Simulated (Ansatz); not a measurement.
# BSiH2+ (quintet): correlated methods under varied settings

What do other methods and options give for BSiH2+ (quintet) at this geometry, and how long do they take?

Method: the settings change from run to run; program: Ansatz 0.2.0, Gaussian basis.

23 further runs of the same task are left out: 12 that didn't finish, 11 set aside as unsound or not needed.

### 1 What is computed

The geometry is a PBE0/def2-TZVP stationary point (not a proven minimum) of the parent state, kept for this charge and spin.

4 atoms, charge 1, spin multiplicity 5.

Atoms are counted from 1 here; the program's logs count them from 0.

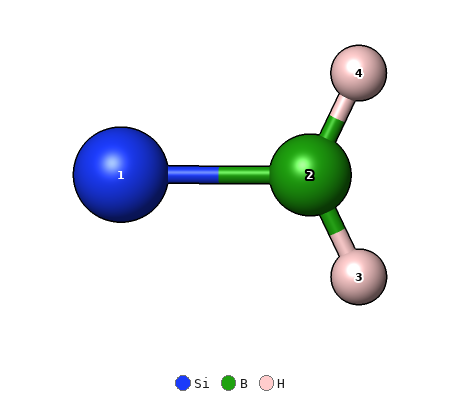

The geometry (silicon blue, boron green, hydrogen pink); atoms are numbered from 1 in the order of the file.

Geometry (Å):

```
Si    0.00000    0.00000    0.64997
B     0.00000    0.00000   -1.34284
H     0.00000   -1.07595   -1.85389
H     0.00000    1.07595   -1.85389
```

### 2 CCSD on UHF/cc-pVDZ

File in.yaml:

```yaml
crystal:
  periodic: [false, false, false]
  atoms:
    - {symbol: Si, position_ang: [0.000000, 0.000000, 0.649966]}
    - {symbol: B, position_ang: [0.000000, 0.000000, -1.342837]}
    - {symbol: H, position_ang: [0.000000, -1.075954, -1.853888]}
    - {symbol: H, position_ang: [0.000000, 1.075954, -1.853888]}
basis:
  gaussian: {orbitals: cc-pVDZ}
total_charge: 1
magnetization: {spin_polarized: true, initial_magnetization: 4}
correlation: {method: ccsd, electrons: valence, diis_vectors: 2}
```

Started as:

```sh
$ ansatz run in.yaml --threads 1 --pin off --events-out ev --progress --plain --max-ram 2393MiB
```

Output, cut to the lines that bear on the results:

```text
Functional definition: HF
  name "HF"
  cite "Fock, Z. Phys. 61, 126 (1930) doi:10.1007/BF01340294"
  parent pbe
[...]
402 factors; integrals over basis functions are off by at most 9.7e-4 eV
[...]
mean field -8550.97803281 eV, -314.2426466448 hartree, gradient 1.5e-6 eV, S^2 6.007855; 9 other end points of the search recorded, 0 dependent functions left out
determinant -8550.97803281 eV, -314.2426466448 hartree, with singles and doubles -8554.27533223 eV, -314.3638201634 hartree
determinant -8550.18164120 eV, -314.2133797927 hartree, with singles and doubles -8554.18908415 eV, -314.3606506048 hartree
determinant -8548.95933204 eV, -314.1684607597 hartree, with singles and doubles -8552.84028575 eV, -314.3110831779 hartree
determinant -8548.08743254 eV, -314.1364190441 hartree, with singles and doubles -8551.79275675 eV, -314.2725871974 hartree
determinant -8550.97803281 eV, -314.2426466448 hartree, with singles and doubles -8554.27610231 eV, -314.3638484632 hartree
determinant -8550.18164120 eV, -314.2133797927 hartree, with singles and doubles -8554.18877043 eV, -314.3606390759 hartree
6 core orbitals not correlated: weight in the atoms' cores, before any rotation towards them, 1.000 or more for the frozen orbitals, at most 0.000 for the correlated occupied ones
reference -8550.97803281 eV, -314.2426466448 hartree; 6, 2 occupied and 30, 34 virtual orbitals, 402 factors
second order -2.48744171 eV of doubles, -0.00000000 eV of singles
cycle   1  -3.29806282 eV  change    6.7e-6 eV  update   2.8e-6
Total energy: -8554.27609564 eV, -314.3638482181 hartree
```

It took 2.9 s on 1 thread of Intel Xeon Platinum 8375C at 2.90GHz, shared host.

From the report: ⟨S²⟩ of the determinant 6.008 (pure quintet: 6.00); correlation -3.2981 eV; T1 0.037; largest double amplitude 0.07.

### 3 NEVPT2(10,8)/STO-3G

File in.yaml:

```yaml
crystal:
  periodic: [false, false, false]
  atoms:
    - {symbol: Si, position_ang: [0.000000, 0.000000, 0.649966]}
    - {symbol: B, position_ang: [0.000000, 0.000000, -1.342837]}
    - {symbol: H, position_ang: [0.000000, -1.075954, -1.853888]}
    - {symbol: H, position_ang: [0.000000, 1.075954, -1.853888]}
basis:
  gaussian: {orbitals: STO-3G}
total_charge: 1
magnetization: {spin_polarized: false, initial_magnetization: 4}
correlation: {method: sc_nevpt2, electrons: all, active_space: {window: {electrons: 10, orbitals: 8}, states: [{multiplicity: 5, weights: [0.5, 1, 0.5]}, {multiplicity: 7, weights: [1]}], root: 1}}
accuracy: high
output: {forces: true}
```

Same command.

Output, cut to the lines that bear on the results:

```text
Functional definition: HF
  name "HF"
  cite "Fock, Z. Phys. 61, 126 (1930) doi:10.1007/BF01340294"
  parent pbe
[...]
265 factors; integrals over basis functions are off by at most 2.4e-8 eV
[...]
mean field -8452.83211639 eV, -310.6358507419 hartree, gradient 1.2e-8 eV, S^2 6.000000; 8 other end points of the search recorded, 0 dependent functions left out
reference -8452.83211639 eV, -310.6358507419 hartree; 12, 8 occupied and 4, 8 virtual orbitals, 265 factors
state -8452.87169295 eV, -310.6373051536 hartree
state -8452.05282466 eV, -310.6072122989 hartree
state -8450.94541246 eV, -310.5665156515 hartree
state -8452.87169295 eV, -310.6373051536 hartree; corrected -8453.88338254 eV, -310.6744840603 hartree
state -8452.05282466 eV, -310.6072122989 hartree; corrected -8453.17277866 eV, -310.6483698494 hartree
state -8450.94541246 eV, -310.5665156515 hartree; corrected -8451.97242353 eV, -310.6042576121 hartree
state -8446.07389600 eV, -310.3874907235 hartree
state -8446.07389600 eV, -310.3874907235 hartree; corrected -8446.71584321 eV, -310.4110818485 hartree
WARN: 1 active orbitals are nearly empty or full. The corrections depend on them more than the energy does, and are more stable in an active space without them
[...]
Total energy: -8453.17277866 eV, -310.6483698494 hartree
Atom 0 at     0.000000     0.000000     0.649966 Å, force    -0.000000     0.000000    -0.802869 eV/Å
Atom 1 at     0.000000     0.000000    -1.342837 Å, force     0.000000     0.000000     6.608399 eV/Å
Atom 2 at     0.000000    -1.075954    -1.853888 Å, force     0.000000    -1.019653    -2.902765 eV/Å
Atom 3 at     0.000000     1.075954    -1.853888 Å, force    -0.000000     1.019653    -2.902765 eV/Å
Dipole moment:    -0.000000    -0.000000    -0.200175 e Å
```

Run time: 1.8 s. Hardware: 1 thread of Intel Xeon Platinum 8375C at 2.90GHz, shared host.

From the report: 116 determinants; active occupations (of the averaged states) 2.00, 1.99, 1.48, 1.17, 1.00, 0.95, 0.84, 0.56. The report marks this result as in doubt.

### 4 CASSCF(6,8)/def2-SVP

File in.yaml:

```yaml
crystal:
  periodic: [false, false, false]
  atoms:
    - {symbol: Si, position_ang: [0.000000, 0.000000, 0.649966]}
    - {symbol: B, position_ang: [0.000000, 0.000000, -1.342837]}
    - {symbol: H, position_ang: [0.000000, -1.075954, -1.853888]}
    - {symbol: H, position_ang: [0.000000, 1.075954, -1.853888]}
basis:
  gaussian: {orbitals: def2-SVP, fitting: {mean_field: def2-universal-jkfit}}
total_charge: 1
magnetization: {spin_polarized: false, initial_magnetization: 4}
correlation: {active_space: {window: {electrons: 6, orbitals: 8}}}
```

The command is unchanged.

Output:

```text
Functional definition: HF
  name "HF"
  cite "Fock, Z. Phys. 61, 126 (1930) doi:10.1007/BF01340294"
  parent pbe
  exchange = exact_x
  correlation = 0
239 factors; integrals over basis functions are off by at most 2.6e-1 eV
mean field evaluation 1: about -8545.9241 eV, gradient 9.9e0 eV
mean field evaluation 2: about -8546.5917 eV, gradient 2.5e0 eV
mean field evaluation 4: about -8546.6899 eV, gradient 5.5e-1 eV
mean field evaluation 8: about -8546.7117 eV, gradient 1.1e-1 eV
mean field evaluation 16: about -8546.8064 eV, gradient 8.5e-1 eV
mean field evaluation 32: about -8546.7114 eV, gradient 3.2e-1 eV
mean field -8547.71231886 eV, -314.1226338706 hartree, gradient 2.4e-6 eV, S^2 6.000000; 4 other end points of the search recorded, 0 dependent functions left out
reference -8547.71231886 eV, -314.1226338706 hartree; 12, 8 occupied and 30, 34 virtual orbitals, 239 factors
state -8548.46798507 eV, -314.1504040915 hartree
Total energy: -8548.46798507 eV, -314.1504040915 hartree
```

Run time: 3.7 s. Hardware: 1 thread of Intel Xeon Platinum 8375C at 2.90GHz, shared host.

From the report: 448 determinants; active occupations 1.97, 1.00, 1.00, 1.00, 1.00, 0.01, 0.01, 0.01.

### 5 MP2 on UHF/6-31G

File in.yaml:

```yaml
crystal:
  periodic: [false, false, false]
  atoms:
    - {symbol: Si, position_ang: [0.000000, 0.000000, 0.649966]}
    - {symbol: B, position_ang: [0.000000, 0.000000, -1.342837]}
    - {symbol: H, position_ang: [0.000000, -1.075954, -1.853888]}
    - {symbol: H, position_ang: [0.000000, 1.075954, -1.853888]}
basis:
  gaussian: {orbitals: 6-31G}
total_charge: 1
magnetization: {spin_polarized: true, initial_magnetization: 4}
correlation: {method: mp2, electrons: outside_noble_gas}
```

Launched as before.

Output:

```text
Functional definition: HF
  name "HF"
  cite "Fock, Z. Phys. 61, 126 (1930) doi:10.1007/BF01340294"
  parent pbe
  exchange = exact_x
  correlation = 0
330 factors; integrals over basis functions are off by at most 2.5e-4 eV
mean field evaluation 1: about -8548.1303 eV, gradient 7.9e0 eV
mean field evaluation 2: about -8548.1376 eV, gradient 7.9e0 eV
mean field evaluation 4: about -8548.9443 eV, gradient 9.3e-1 eV
mean field evaluation 8: about -8548.9741 eV, gradient 1.0e-3 eV
mean field evaluation 16: about -8548.9953 eV, gradient 2.6e-1 eV
mean field evaluation 32: about -8549.4839 eV, gradient 1.2e0 eV
mean field -8549.77671750 eV, -314.1984991214 hartree, gradient 2.6e-6 eV, S^2 6.005771; 7 other end points of the search recorded, 0 dependent functions left out
6 core orbitals not correlated: weight in the atoms' cores, before any rotation towards them, 1.000 or more for the frozen orbitals, at most 0.000 for the correlated occupied ones
reference -8549.77671750 eV, -314.1984991214 hartree; 6, 2 occupied and 14, 18 virtual orbitals, 330 factors
second order -1.40685602 eV of doubles, -0.00000000 eV of singles
Total energy: -8551.18357352 eV, -314.2502001265 hartree
```

Run time: 0.45 s. Hardware: 1 thread of Intel Xeon Platinum 8375C at 2.90GHz, shared host.

From the report: ⟨S²⟩ of the determinant 6.006 (pure quintet: 6.00).

### 6 BCCD on UHF/6-31G

in.yaml, as its differences from that of step 5:

```diff
@@ -11,2 +11,2 @@
 magnetization: {spin_polarized: true, initial_magnetization: 4}
-correlation: {method: mp2, electrons: outside_noble_gas}
+correlation: {method: bccd, electrons: outside_noble_gas, diis_vectors: 1}
```

Same command.

Output, cut to the lines that bear on the results:

```text
Functional definition: HF
  name "HF"
  cite "Fock, Z. Phys. 61, 126 (1930) doi:10.1007/BF01340294"
  parent pbe
[...]
330 factors; integrals over basis functions are off by at most 2.5e-4 eV
[...]
mean field -8549.77671750 eV, -314.1984991214 hartree, gradient 2.6e-6 eV, S^2 6.005771; 10 other end points of the search recorded, 0 dependent functions left out
determinant -8549.77671750 eV, -314.1984991214 hartree, with singles and doubles -8551.75716581 eV, -314.2712792542 hartree
determinant -8548.97378733 eV, -314.1689919820 hartree, with singles and doubles -8551.48098160 eV, -314.2611296718 hartree
determinant -8547.69808930 eV, -314.1221109440 hartree, with singles and doubles -8549.96254605 eV, -314.2053281946 hartree
determinant -8546.83929741 eV, -314.0905509241 hartree, with singles and doubles -8549.10002893 eV, -314.1736312750 hartree
determinant -8549.77671750 eV, -314.1984991214 hartree, with singles and doubles -8551.75839973 eV, -314.2713245999 hartree
determinant -8548.97378733 eV, -314.1689919820 hartree, with singles and doubles -8551.48040305 eV, -314.2611084104 hartree
6 core orbitals not correlated: weight in the atoms' cores, before any rotation towards them, 1.000 or more for the frozen orbitals, at most 0.000 for the correlated occupied ones
reference -8549.77671750 eV, -314.1984991214 hartree; 6, 2 occupied and 14, 18 virtual orbitals, 330 factors
second order -1.40685602 eV of doubles, -0.00000000 eV of singles
cycle   1  -1.98574886 eV  change   -4.1e-3 eV  update   1.0e-2
[...]
cycle  14  -1.98148833 eV  change    4.7e-6 eV  update   5.5e-6
Total energy: -8551.75820584 eV, -314.2713174746 hartree
```

Wall time 1.5 s (1 thread of Intel Xeon Platinum 8375C at 2.90GHz, shared host).

From the report: ⟨S²⟩ of the determinant 6.006 (pure quintet: 6.00); correlation -1.9815 eV; largest double amplitude 0.09.

### 7 MP2 on ROHF/cc-pVDZ

in.yaml, as its differences from that of step 6:

```diff
@@ -8,5 +8,5 @@
 basis:
-  gaussian: {orbitals: 6-31G}
+  gaussian: {orbitals: cc-pVDZ}
 total_charge: 1
-magnetization: {spin_polarized: true, initial_magnetization: 4}
-correlation: {method: bccd, electrons: outside_noble_gas, diis_vectors: 1}
+magnetization: {spin_polarized: false, initial_magnetization: 4}
+correlation: {method: mp2, electrons: outside_noble_gas}
```

Launched as before.

Output, cut to the lines that bear on the results:

```text
Functional definition: HF
  name "HF"
  cite "Fock, Z. Phys. 61, 126 (1930) doi:10.1007/BF01340294"
  parent pbe
[...]
402 factors; integrals over basis functions are off by at most 9.7e-4 eV
[...]
mean field -8550.90747998 eV, -314.2400538761 hartree, gradient 2.0e-6 eV, S^2 6.000000; 4 other end points of the search recorded, 0 dependent functions left out
[...]
6 core orbitals not correlated: weight in the atoms' cores, before any rotation towards them, 1.000 or more for the frozen orbitals, at most 0.000 for the correlated occupied ones
reference -8550.90747998 eV, -314.2400538761 hartree; 6, 2 occupied and 30, 34 virtual orbitals, 402 factors
second order -2.50773348 eV of doubles, -0.03877006 eV of singles
Total energy: -8553.45398352 eV, -314.3336361551 hartree
```

Wall time 1.1 s (1 thread of Intel Xeon Platinum 8375C at 2.90GHz, shared host).

### 8 The runs in one table

Where basis and cores are those of an earlier FCI/6-31G run (-8551.8278 eV), and the state is the same kind, the miss against it is given. † marks a result that the program doubts.

```csv
level,correlated,functions,energy (eV),from FCI (meV),time
CCSD on UHF/cc-pVDZ,valence,42,-8554.2761,,2.9 s
"NEVPT2(10,8)/STO-3G (excited root 1 of an average) †",all,16,-8453.1728,,1.8 s
"CASSCF(6,8)/def2-SVP",,42,-8548.4680,,3.7 s
MP2 on UHF/6-31G,outside noble gas,26,-8551.1836,644.2,0.45 s
BCCD on UHF/6-31G,outside noble gas,26,-8551.7582,69.6,1.5 s
MP2 on ROHF/cc-pVDZ,outside noble gas,42,-8553.4540,,1.1 s
```

### 9 Outcome

| quantity | value |
| --- | --- |
| runs | 6 |
| quickest | MP2 on UHF/6-31G, 0.45 s |
| slowest | CASSCF(6,8)/def2-SVP, 3.7 s |

**Reading.** Total energies in different bases, with other cores or another treatment of relativity can't be set against each other. CASSCF(6,8)/def2-SVP took 8 times as long as MP2 on UHF/6-31G; the jobs differ in more than the method. Among the correlated runs with a miss given, it spans +70 to +644 meV.
